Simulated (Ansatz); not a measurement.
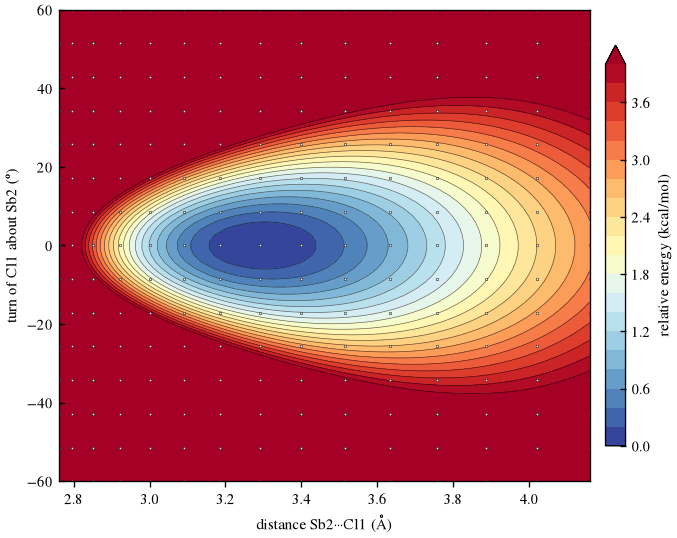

The pair Cl···H₃Sb, charge −1. The turn is about an axis along (0.40, 0.90, −0.17) in the frame of the relaxed pair, normal to the line between the partners. The first coordinate is: distance Sb2···Cl1; the second: turn of Cl1 about Sb2. The scan uses a 15 × 15 grid; 120 points were computed and 105 follow by symmetry. Points are written as (first, second). Energies are in kcal/mol, from the lowest grid point. Method: RHF/def2-SVPD in Ansatz.

In the figure: filled contours, dots at the grid points, one colour for all values above the top of the scale. Between grid points the surface is interpolated.

Question: Where is the minimum, and how stiff is the well along each coordinate?

Answer: The interpolated minimum is at distance Sb2···Cl1 ≈ 3.285 Å, turn of Cl1 about Sb2 ≈ 0.0°. The curvatures there are about 0.87 eV/Å² and 1.6 eV/rad², with a cross term of about 0 eV/(Å·rad). Round the minimum the two coordinates are nearly uncoupled. (1 eV is 23.1 kcal/mol.)
